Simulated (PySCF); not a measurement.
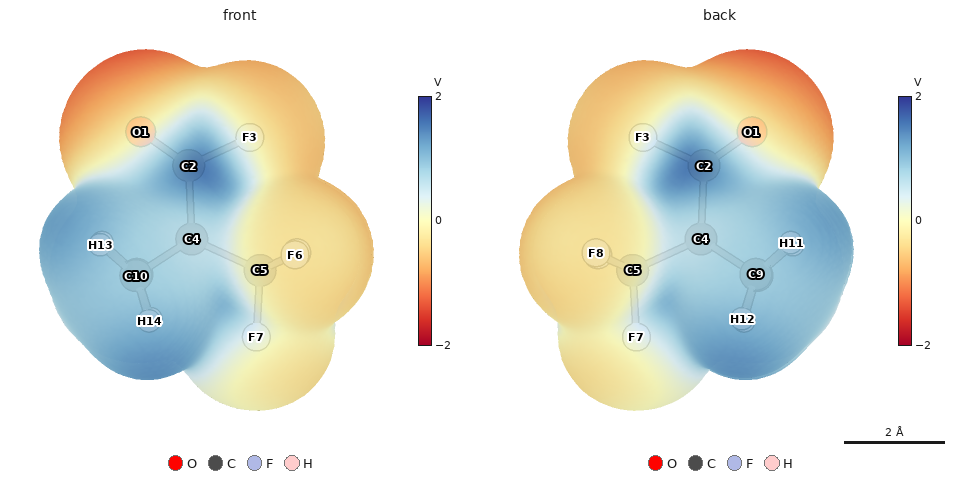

The picture shows: C5H4F4O. The molecular electrostatic potential painted on the density surface at 0.002 e/bohr³, seen from the front and from behind; the colour scale runs from red (negative) to blue (positive).

Geometry: GFN2-xTB.

Theory: PBE0/pcSseg-1, SCF density, gas phase, non-relativistic in PySCF.

```xyz
14

O    -2.1788    1.2771   -0.0895
C    -0.9995    1.3118   -0.0441
F    -0.3537    2.5001   -0.0216
C    -0.0668    0.1638   -0.0052
C     1.4112    0.4812    0.0490
F     1.7469    1.1804    1.1394
F     2.1511   -0.6384    0.0770
F     1.8266    1.1789   -1.0145
C    -0.5003   -1.0850   -0.7569
C    -0.5542   -1.0792    0.7229
H    -1.4261   -1.0076   -1.3065
H     0.2762   -1.6472   -1.2534
H    -1.5175   -0.9987    1.2032
H     0.1844   -1.6376    1.2780
```

Which sites attract a positive test charge, and which a negative one?

A positive charge is drawn to the negative regions and a negative charge to the positive ones. The most negative region (about −1.2 V) lies over O1, the most positive (about +1.5 V) over the π face of C2. O1 is the likeliest acceptor of a hydrogen bond.
